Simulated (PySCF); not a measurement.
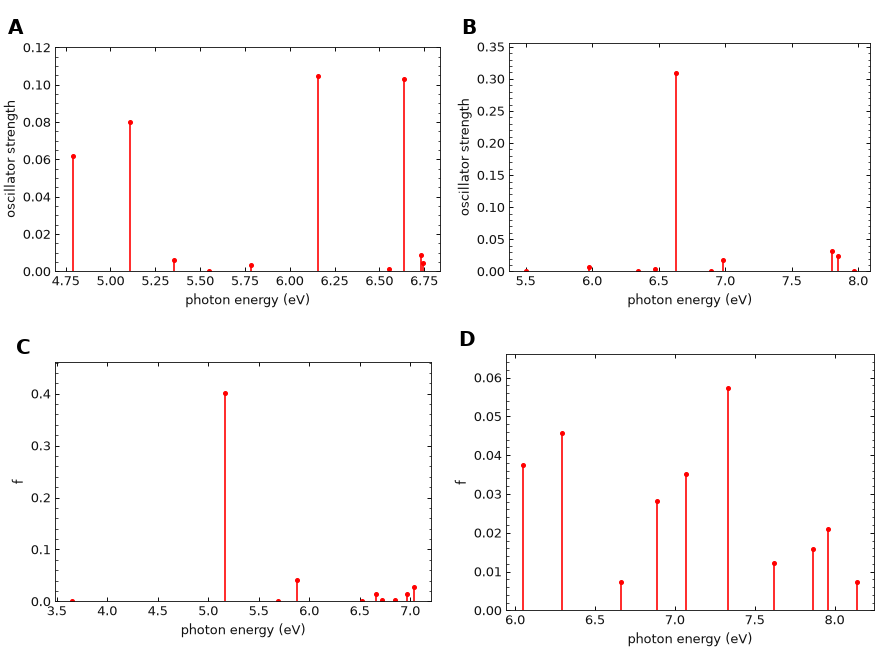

Vertical TDDFT excitations, B3LYP/def2-SVPD in PySCF 2.14.0, at a PBE0-D3(BJ)/def2-SVP geometry (no frequency check), gas phase. Each panel shows the lowest singlet states that were computed.

> Which panel belongs to which molecule?
1. GeN₂H₆, SMILES [NH2][GeH2][NH2], singlet
2. C₃H₈OSi, SMILES C/C=C/O[SiH3]
3. C₃H₆O₂Si, SMILES O=C/C=C/O[SiH3]
4. C₃H₂FPS, SMILES Fc1cscp1

A: 4 (S1 at 4.79 eV, brightest at 6.16 eV)
B: 2 (S1 at 5.50 eV, brightest at 6.63 eV)
C: 3 (S1 at 3.65 eV, brightest at 5.17 eV)
D: 1 (S1 at 6.05 eV, brightest at 7.33 eV)

Limits of at least one run: core orbitals are frozen in the response; one conformer of a flexible molecule; states above the negative HOMO energy depend on the basis.
